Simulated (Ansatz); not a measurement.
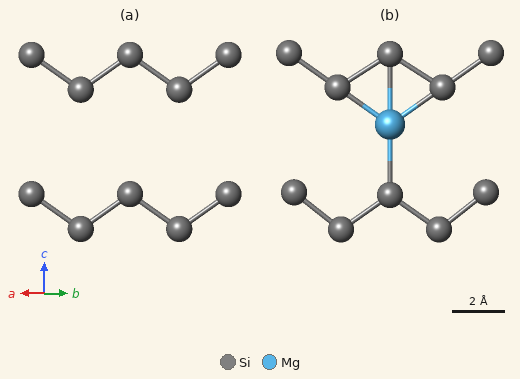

Left: perfect Si. Right: the same region with one point defect, after relaxing the atoms in a supercell of 32 sites. The picture is a ball-and-stick view of the atoms within 5.4 Å of one point, in a slice 3.4 Å thick across the line of sight, seen along [110].

Computed with DFT LDA, scalar-relativistic, plane waves, PAW (Ansatz). (plane-wave cutoff 420 eV; k-point mesh 3 × 3 × 3; occupations gaussian; smearing width 0.02 eV; no spin polarisation) The cell is small and the k-mesh coarse, so the numbers are rough. The axes drawn are those of the host's conventional cell.

> What kind of defect was made?

An extra magnesium atom is put between the host's atoms (an interstitial).

The charge state of the cell is 0.

> What does the relaxation do around it?

The Mg atom starts with 10 Si at 2.34 to 2.70 Å around its place and ends with 10 Si at 2.49 to 2.74 Å. Of the host's atoms, a silicon atom moves furthest from its site, by 0.15 Å.
